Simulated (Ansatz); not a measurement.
Process, species as SMILES: [CH2]N (CH2-NH2) → C atom + 4 H atom + N atom
B3LYP-D3(BJ)/def2-TZVP geometries, fixed; electronic energies without zero-point terms.

Basis-set convergence of the atomisation energy at PBE0 with Ansatz (a program for electronic structure). All functions are spherical. The program fits the integrals of some runs and decomposes those of others, by size. Open shells are unrestricted. No added dispersion term, no relativity. Functions are those of the species that has most. Reference: the value in aug-pcseg-3, 486.50 kcal/mol, itself unsure by roughly 0.22 kcal/mol (its mean distance from aug-cc-pVQZ, cc-pV5Z, def2-QZVPPD). Deviations are taken from unrounded values.

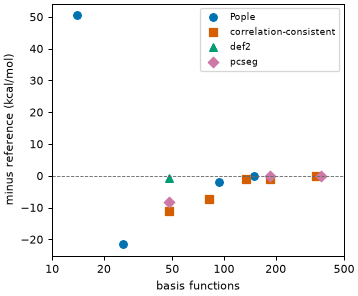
Fig. 1. Deviation from the reference against the number of basis functions, by family of sets.

```tsv
basis	functions	atomisation energy (kcal/mol)	minus reference (kcal/mol)
STO-3G	14	537.08	50.57
6-31G	26	465.00	-21.51
cc-pVDZ	48	475.29	-11.21
def2-SVP	48	485.73	-0.77
pcseg-1	48	478.30	-8.20
aug-cc-pVDZ	82	479.03	-7.48
6-311++G(2d,2p)	94	484.55	-1.95
jun-cc-pV(T+d)Z	134	485.49	-1.01
6-311++G(3df,3pd)	150	486.50	0.00
aug-cc-pVTZ	184	485.45	-1.05
aug-pcseg-2	184	486.40	-0.10
aug-cc-pVQZ	344	486.43	-0.07
aug-pcseg-3	366	486.50	0.00
```
